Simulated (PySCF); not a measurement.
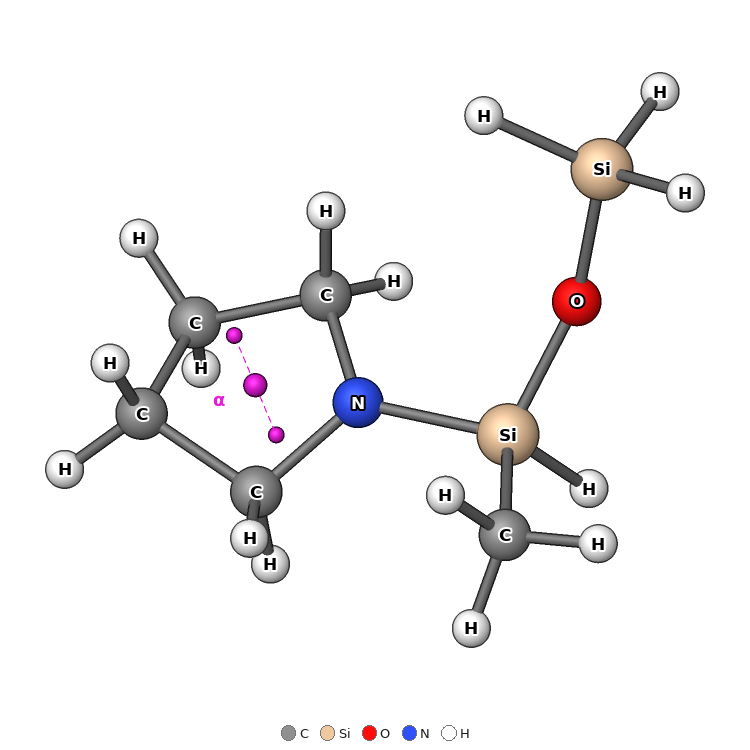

The small points mark where nucleus-independent chemical shifts (NICS) were computed: at the centre of each lettered ring and 1 Å above and below it. The computed structure is the end point of a GFN2-xTB optimisation. No frequency run is at hand to confirm it as a minimum. Method: GIAO PBE0/pcSseg-1 NMR shielding, non-relativistic, gas phase (PySCF 2.14.0).

Give NICS(0), NICS(1) and the out-of-plane component NICS(1)zz for each ring (means of the two sides).

```json
{"ring": "α", "members": "C4N", "NICS(0)": "−7.3", "NICS(1)": "−3.4", "NICS(1)zz": "−4.6"}
```

Values in ppm.

What do the values say about the ring currents?

Ring α: weak, as in a non-aromatic ring. NICS is one index among several.

The geometry is semi-empirical. Around Si such bond lengths and angles can be off by a tenth of an ångström or more and by several degrees, and values that hang on the shape move with them.
